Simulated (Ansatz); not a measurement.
# CH4AlF: molecular dynamics (part 3 of 3)

The same run, continued: CH4AlF; RKS r2SCAN-D4/def2-SVP (Ansatz 0.2.0). It belongs to a series of runs on one base structure; here: dynamics from the highest image of the converged band.

Geometry of the input (Å):
```
Al 0.3412  -0.1866  -0.3660
C  1.2223  0.0196  1.5913
H  0.4296  -0.6532  1.9892
H  2.1826  -0.3098  2.0131
H  1.0277  1.0706  1.8737
H  1.8370  -0.4860  0.0198
F  -1.1331  0.5454  -0.0700
```

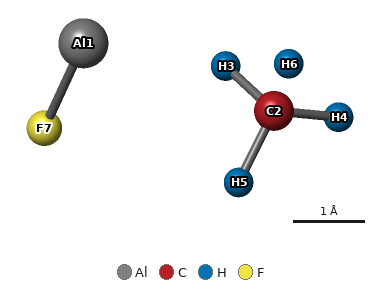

*The geometry at step 62 of the log (ball-and-stick view, seen at a tilt; atoms are numbered from 1 in the order of the input).*

### What the program printed, continued
```
md step   195: t =    97.50 fs  T =  3372.0 K  F+E_penalty+E_count = -10408.98381426 eV  E_kin = 2.179329 eV  conserved = -10406.80448528 eV  (28 SCF iters, 3 dispersion substeps)
md step   196: t =    98.00 fs  T =  3784.5 K  F+E_penalty+E_count = -10409.26109759 eV  E_kin = 2.445940 eV  conserved = -10406.81515765 eV  (27 SCF iters, 3 dispersion substeps)
md step   197: t =    98.50 fs  T =  4036.9 K  F+E_penalty+E_count = -10409.42624508 eV  E_kin = 2.609037 eV  conserved = -10406.81720852 eV  (27 SCF iters, 3 dispersion substeps)
md step   198: t =    99.00 fs  T =  4040.7 K  F+E_penalty+E_count = -10409.42516648 eV  E_kin = 2.611508 eV  conserved = -10406.81365827 eV  (27 SCF iters, 3 dispersion substeps)
md step   199: t =    99.50 fs  T =  3843.2 K  F+E_penalty+E_count = -10409.29282418 eV  E_kin = 2.483883 eV  conserved = -10406.80894132 eV  (28 SCF iters, 3 dispersion substeps)
these checks for a lower state are left out or cut short: starts, cluster_reference, orbital_swaps, neighbouring_geometries, increment
731 factors; their error is unknown
mean field evaluation 1600: about -10409.0778 eV, gradient 2.0e-5 eV
mean field -10409.07777774 eV, -382.5265528055 hartree, gradient 2.0e-5 eV, S^2 0.000000; 0 other end points of the search recorded, 0 dependent functions left out
the calculation of the forces begins
reference -10409.07779092 eV, -382.5265532901 hartree; 16, 16 occupied and 50, 50 virtual orbitals, 731 factors
731 factors; their error is unknown
mean field -10409.07777774 eV, -382.5265528055 hartree, gradient 2.0e-5 eV, S^2 0.000000; 1 other end points of the search recorded, 0 dependent functions left out
the calculation of the forces begins
reference -10409.07779092 eV, -382.5265532901 hartree; 16, 16 occupied and 50, 50 virtual orbitals, 731 factors
md step   200: t =   100.00 fs  T =  3536.6 K  F+E_penalty+E_count = -10409.09081982 eV  E_kin = 2.285707 eV  conserved = -10406.80511240 eV  (26 SCF iters, 3 dispersion substeps)
```

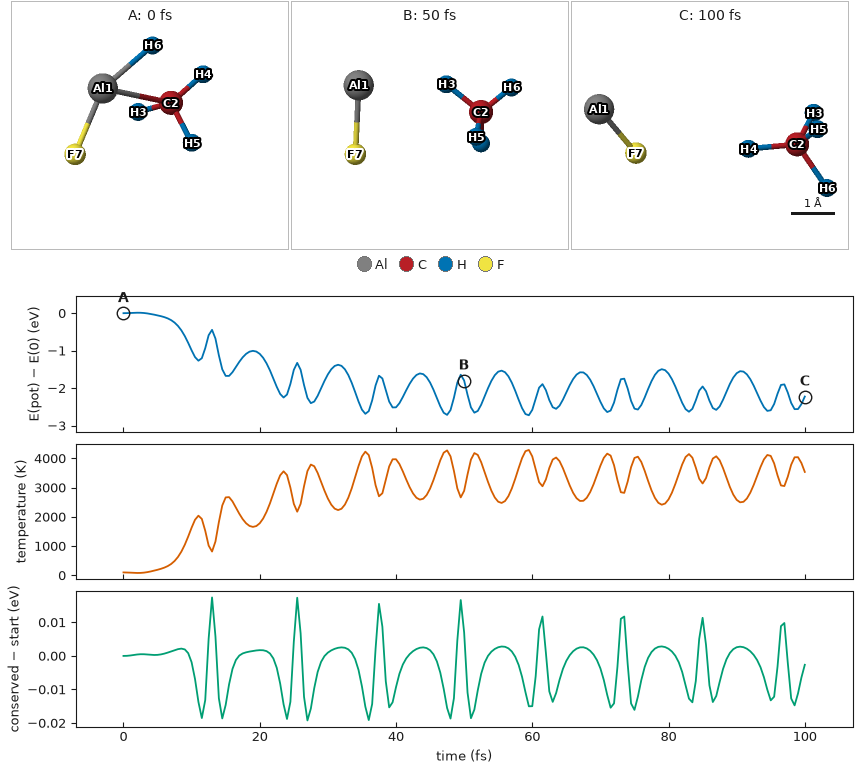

*Frames of the molecular dynamics (ball-and-stick, seen at a tilt) above the curves, on which the letters mark them.*

The trajectory kept here has 201 frames over 100 fs. The temperature starts at 100 K, ranges from 81 to 4288 K and averages 3382 K over the second half. The potential energy ends 2.224 eV below its first value. The conserved quantity stays within 0.037 eV. After an unweighted best fit of the last frame on the first, the root-mean-square displacement is 2.09 Å, and Al1 has moved furthest (3.45 Å).

```
Total energy: -10409.09083300 eV, -382.5270325776 hartree
Atom 0 at    -0.628443    -0.210260    -1.647965 Å, force     0.000134    -0.093843    -0.275593 eV/Å
Atom 1 at     2.267956     0.255488     3.726462 Å, force     0.657118     3.102360     0.095810 eV/Å
Atom 2 at     2.947939    -0.494992     4.179869 Å, force    -0.839507    -0.123497     0.003822 eV/Å
Atom 3 at     1.305769    -0.083489     3.173051 Å, force     1.457964     0.499414     1.386542 eV/Å
Atom 4 at     2.940327     0.760185     2.972937 Å, force    -0.581929    -0.644289    -0.005062 eV/Å
Atom 5 at     2.220732     1.240710     4.475449 Å, force    -0.704630    -2.829650    -1.500207 eV/Å
Atom 6 at    -0.626078     0.334340    -0.071791 Å, force     0.010850     0.089505     0.294688 eV/Å
Dipole moment:     0.023973    -0.052923    -0.222442 e Å
```

### Trajectory as extended XYZ (Å, eV, eV/Å), 14 of the 201 frames kept, from step=0 to step=200
```
7
Properties=species:S:1:pos:R:3:forces:R:3 step=0 time_fs=0.0 energy=-10406.86710 temperature=100.0
Al    0.3412   -0.1866   -0.3660   -0.0350  -0.0022   0.0023
C     1.2223    0.0196    1.5913    0.0094   0.0233  -0.0006
H     0.4296   -0.6532    1.9892   -0.0073  -0.0074  -0.0020
H     2.1826   -0.3098    2.0131   -0.0035  -0.0091  -0.0109
H     1.0277    1.0706    1.8737   -0.0075   0.0004   0.0042
H     1.8370   -0.4860    0.0198    0.0394  -0.0078   0.0071
F    -1.1331    0.5454   -0.0700    0.0044   0.0027  -0.0001
7
Properties=species:S:1:pos:R:3:forces:R:3 step=15 time_fs=7.5 energy=-10407.11764 temperature=490.3
Al    0.3355   -0.1862   -0.3656   -0.7026  -0.5584  -2.1929
C     1.2351    0.0089    1.5818    2.1999   0.1153   0.3713
H     0.4083   -0.6212    1.9606   -0.0511  -0.2195  -0.2861
H     2.2024   -0.3588    2.0326   -0.8742   0.3770   0.0222
H     1.0687    1.0888    1.8218    0.1696  -0.4469  -0.2350
H     1.8155   -0.3395    0.2599   -0.5597   0.4693   1.7848
F    -1.1341    0.5437   -0.0740   -0.1818   0.2632   0.5358
7
Properties=species:S:1:pos:R:3:forces:R:3 step=31 time_fs=15.5 energy=-10408.53993 temperature=2675.2
Al    0.3144   -0.1978   -0.4128   -0.7271  -0.6501  -2.6702
C     1.2901    0.0049    1.6403    3.3001   0.1226  -0.3693
H     0.4249   -0.6257    1.7580   -0.6357  -0.3615  -0.0183
H     2.1052   -0.3421    2.3061   -0.4226   0.1768   0.3954
H     1.1360    1.0691    1.7169   -0.5208   0.6601   0.5556
H     1.8782   -0.0949    0.6440   -0.8004  -0.2477   1.4865
F    -1.1415    0.5502   -0.0626   -0.1936   0.2998   0.6203
7
Properties=species:S:1:pos:R:3:forces:R:3 step=46 time_fs=23.0 energy=-10409.02270 temperature=3422.5
Al    0.2794   -0.2209   -0.5109   -0.8509   0.0578  -1.3307
C     1.3994    0.0239    1.7770   -0.3257  -0.1043  -1.6053
H     0.4795   -0.6026    1.5501    0.6884   0.2927   0.9428
H     1.8404   -0.2502    2.7522    0.2432  -0.1711  -0.4055
H     1.0503    1.0692    1.8035   -0.0079  -0.0091   0.1146
H     2.0233   -0.0836    0.7909   -0.1470   0.0541   2.1641
F    -1.1529    0.5643   -0.0347    0.3998  -0.1201   0.1201
7
Properties=species:S:1:pos:R:3:forces:R:3 step=62 time_fs=31.0 energy=-10408.27432 temperature=2280.6
Al    0.2251   -0.2448   -0.6436   -0.9418   0.4592  -0.1493
C     1.4791    0.0650    1.9526    1.1842  -1.0355  -1.9864
H     0.6352   -0.6490    1.6280    1.2530   0.5804   0.1616
H     1.6113   -0.2011    3.0158    0.6056   0.0605  -0.1335
H     0.9867    1.0808    1.9226    0.9841  -0.5536  -0.3640
H     2.6501   -0.1589    1.1513   -3.9467   0.9550   2.7413
F    -1.1522    0.5755   -0.0008    0.8616  -0.4660  -0.2698
7
Properties=species:S:1:pos:R:3:forces:R:3 step=77 time_fs=38.5 energy=-10408.92023 temperature=3265.0
Al    0.1546   -0.2581   -0.7725   -0.8278   0.5013   0.2823
C     1.5578    0.0801    2.1178   -4.2466   1.0668   2.6436
H     0.9845   -0.6960    1.7268   -1.0873  -1.4676  -1.0993
H     1.6404   -0.1140    3.1752   -0.8699   0.2865   1.1260
H     1.2377    1.0743    1.8948   -0.7875   0.8008  -0.0322
H     2.4995    0.0337    1.9475    7.0151  -0.6932  -2.4771
F    -1.1273    0.5729    0.0233    0.8040  -0.4946  -0.4434
7
Properties=species:S:1:pos:R:3:forces:R:3 step=92 time_fs=46.0 energy=-10409.13034 temperature=3599.3
Al    0.0684   -0.2621   -0.8966   -0.2624   0.1678   0.1576
C     1.6305    0.0984    2.3344    3.6073   0.1584  -0.2898
H     1.2951   -0.7821    1.6967    0.0111   0.8427   1.0957
H     1.3889    0.1078    3.4499    0.0629  -0.4222  -1.4399
H     1.3283    1.0746    1.8797   -0.0424  -0.6359   0.2217
H     2.9152    0.0818    2.2223   -3.6270   0.0424   0.4465
F    -1.0808    0.5572    0.0359    0.2506  -0.1531  -0.1917
7
Properties=species:S:1:pos:R:3:forces:R:3 step=108 time_fs=54.0 energy=-10408.67170 temperature=2894.2
Al   -0.0292   -0.2628   -1.0264    0.2342  -0.1958  -0.2490
C     1.7501    0.1369    2.5576    2.4239  -1.0118  -2.1817
H     1.5116   -0.8227    1.9354    0.5709   1.2365   1.1806
H     1.0579    0.1475    3.4154    0.8468  -0.1065   0.4584
H     1.3537    0.9409    1.8776    0.7859  -0.1804   0.4809
H     3.1104    0.1787    2.6769   -4.6578   0.0581   0.0393
F    -1.0234    0.5359    0.0443   -0.2039   0.1999   0.2715
7
Properties=species:S:1:pos:R:3:forces:R:3 step=123 time_fs=61.5 energy=-10408.75910 temperature=3045.6
Al   -0.1174   -0.2664   -1.1519    0.0033  -0.0056   0.0093
C     1.8564    0.1613    2.7231   -7.4144  -1.3503  -3.4629
H     1.7727   -0.8215    2.3610    0.3707  -1.6045  -1.0201
H     1.1580    0.1449    3.5145   -1.6354   0.4804   1.0206
H     1.6132    0.8893    1.9858   -0.3361   0.7504  -0.7116
H     2.6457    0.3325    3.1710    8.9872   1.7216   4.1511
F    -0.9736    0.5202    0.0580    0.0248   0.0080   0.0136
7
Properties=species:S:1:pos:R:3:forces:R:3 step=138 time_fs=69.0 energy=-10408.81600 temperature=3116.1
Al   -0.2056   -0.2699   -1.2764   -0.3546   0.3824   0.6869
C     1.9110    0.1636    2.8961    1.9820   2.0497   3.6640
H     2.2005   -0.8772    2.6094   -0.5514   0.6577   0.1412
H     1.0206    0.2996    3.6309    0.9862  -0.6944  -1.6455
H     1.8733    0.9163    2.0539    0.0165  -0.8494   0.7421
H     2.8515    0.5699    3.7645   -2.4530  -1.1677  -2.9232
F    -0.9229    0.5044    0.0710    0.3743  -0.3783  -0.6655
7
Properties=species:S:1:pos:R:3:forces:R:3 step=154 time_fs=77.0 energy=-10408.89017 temperature=3229.3
Al   -0.3070   -0.2655   -1.3945   -0.3744   0.5086   1.0059
C     2.0031    0.1986    3.1529    2.8278   0.9660  -0.4142
H     2.4563   -0.8165    2.8773   -0.8348   0.9465   0.7400
H     0.8804    0.1839    3.3003    1.3092   0.0063   0.7382
H     2.1324    0.7588    2.1815   -0.1037  -0.1831   0.6650
H     2.8679    0.7801    3.9190   -3.2176  -1.7345  -1.7572
F    -0.8579    0.4761    0.0647    0.3935  -0.5099  -0.9776
7
Properties=species:S:1:pos:R:3:forces:R:3 step=169 time_fs=84.5 energy=-10408.93227 temperature=3303.2
Al   -0.4096   -0.2513   -1.4854   -0.1636   0.3014   0.6672
C     2.1207    0.2477    3.3361   -1.8365  -5.1353  -5.7130
H     2.4695   -0.7786    3.3321    0.7835  -0.3650   0.1840
H     1.0906    0.0810    3.3663   -2.3077   0.2069   0.2292
H     2.3340    0.6582    2.3855    0.4932   0.8170  -1.1974
H     2.4279    0.7486    4.0714    2.8556   4.4781   6.4808
F    -0.7859    0.4354    0.0315    0.1755  -0.3031  -0.6508
7
Properties=species:S:1:pos:R:3:forces:R:3 step=185 time_fs=92.5 energy=-10408.80071 temperature=3092.3
Al   -0.5225   -0.2299   -1.5688    0.0161  -0.0484  -0.1162
C     2.2198    0.2405    3.4947   -1.7913   2.6815   3.5578
H     2.7271   -0.6525    3.8790    0.0370  -0.1066  -0.4446
H     1.0923    0.1154    3.4689    1.1514  -0.4076  -0.7620
H     2.6549    0.7425    2.5822   -0.3652  -0.4004   1.0798
H     2.1379    1.0054    4.5898    0.9625  -1.7672  -3.4440
F    -0.7036    0.3830   -0.0228   -0.0104   0.0487   0.1292
7
Properties=species:S:1:pos:R:3:forces:R:3 step=200 time_fs=100.0 energy=-10409.09082 temperature=3536.6
Al   -0.6284   -0.2103   -1.6480    0.0001  -0.0938  -0.2756
C     2.2680    0.2555    3.7265    0.6571   3.1024   0.0958
H     2.9479   -0.4950    4.1799   -0.8395  -0.1235   0.0038
H     1.3058   -0.0835    3.1731    1.4580   0.4994   1.3865
H     2.9403    0.7602    2.9729   -0.5819  -0.6443  -0.0051
H     2.2207    1.2407    4.4754   -0.7046  -2.8296  -1.5002
F    -0.6261    0.3343   -0.0718    0.0108   0.0895   0.2947
```

### Key numbers

| quantity | value |
| --- | --- |
| outcome | finished |
| mean temperature over the second half | 3382 K |
| trajectory | 200 steps, 100 fs |
| ensemble | nve |
| temperature in the input | 100.0 K |
| time step | 0.5 fs |
| potential energy (last step) | −10409.0908 eV |
| mean-field energy (last step) | −10409.0778 eV |
| largest force (length of the vector) (last step) | 3.279 eV/Å |
| wall time | 3.9 min |
| peak memory | 0.13 GiB |

### Remarks

So short a trajectory is not equilibrated.
